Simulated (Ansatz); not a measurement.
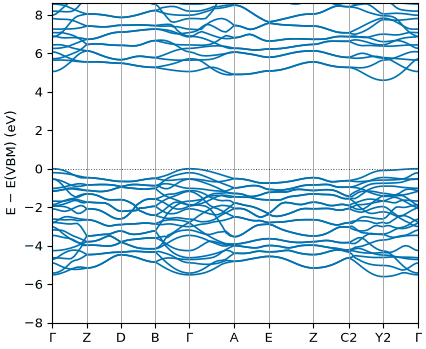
Band structure from the program Ansatz at the r²SCAN level (PAW)

Task: Read off the gap and where the band edges lie.

Result: About 4.6 eV (4.60 eV by a search for the band edges); maximum at Γ, minimum at Y2.

The material is HfO2 in space group P2_1/c (No. 14; Hf on 4e, O on 4e, O on 4e).

The r²SCAN relaxation kept the symmetry of its start. The run is not spin-polarised. Spin–orbit coupling is left out wherever it is not named.

Potentials: the earlier of the program's two PAW sets.
